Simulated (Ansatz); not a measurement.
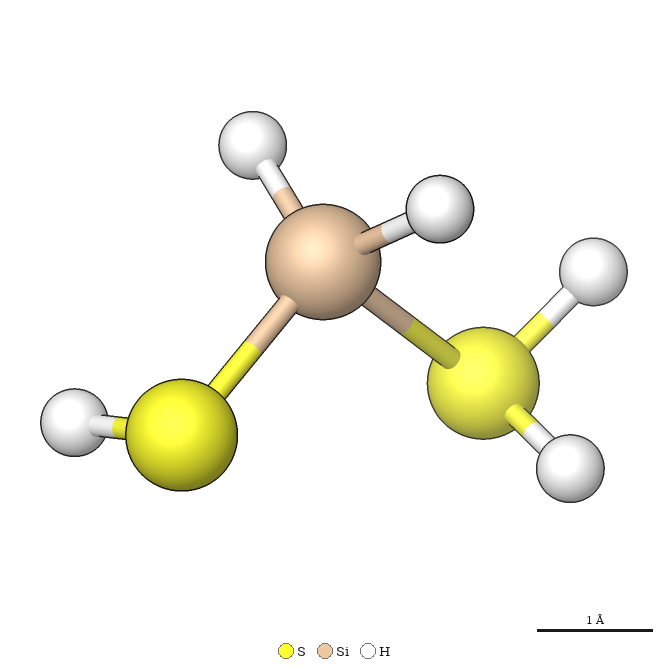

The picture shows the input geometry.

The calculation was set up as follows.

```yaml
crystal:
  periodic: [false, false, false]
  atoms:
    - {symbol: S, position_ang: [-1.836648, 0.720818, -0.594041]}
    - {symbol: Si, position_ang: [0.182320, 0.875928, -0.035796]}
    - {symbol: S, position_ang: [0.992139, -1.377667, 0.203931]}
    - {symbol: H, position_ang: [-1.561408, 0.579803, -1.925446]}
    - {symbol: H, position_ang: [1.168515, 1.316118, -1.065011]}
    - {symbol: H, position_ang: [0.342415, 1.388556, 1.353810]}
    - {symbol: H, position_ang: [2.148312, -1.133675, 0.902762]}
    - {symbol: H, position_ang: [0.277620, -1.700073, 1.327859]}
basis:
  gaussian: {orbitals: def2-TZVP}
total_charge: 1
hamiltonian: {xc: pbe0, dispersion: d4}
relax: {f_tol: 0.005, max_steps: 200}
```

It was started with:

```sh
ansatz run in.yaml --threads 2 --pin off --events-out ev --progress --plain --max-ram 4352MiB
```

What the program printed (its end):

```
mean field -29613.38851382 eV, -1088.2719552072 hartree, gradient 7.8e-6 eV, S^2 0.000000; 1 other end points of the search recorded, 0 dependent functions left out
the calculation of the forces begins
reference -29613.38854474 eV, -1088.2719563436 hartree; 25, 25 occupied and 116, 116 virtual orbitals, 1030 factors
Total energy: -29613.53027790 eV, -1088.2771649409 hartree
Atom 0 at    -1.804881     0.697601    -0.579903 Å, force     0.001750     0.000171     0.001327 eV/Å
Atom 1 at     0.193877     0.852606    -0.027935 Å, force     0.000833     0.002234     0.000608 eV/Å
Atom 2 at     0.969136    -1.340720     0.192302 Å, force    -0.001686    -0.001000    -0.002435 eV/Å
Atom 3 at    -1.528609     0.547469    -1.890765 Å, force    -0.000135    -0.001082    -0.000224 eV/Å
Atom 4 at     1.160512     1.306799    -1.043146 Å, force    -0.001885    -0.000373     0.001900 eV/Å
Atom 5 at     0.362911     1.365938     1.341603 Å, force    -0.000223    -0.000067    -0.002680 eV/Å
Atom 6 at     2.106052    -1.100344     0.883613 Å, force     0.001500    -0.000231     0.002359 eV/Å
Atom 7 at     0.254268    -1.659541     1.292301 Å, force    -0.000153     0.000347    -0.000856 eV/Å
Dipole moment:     0.657615    -0.317427     0.251477 e Å
```
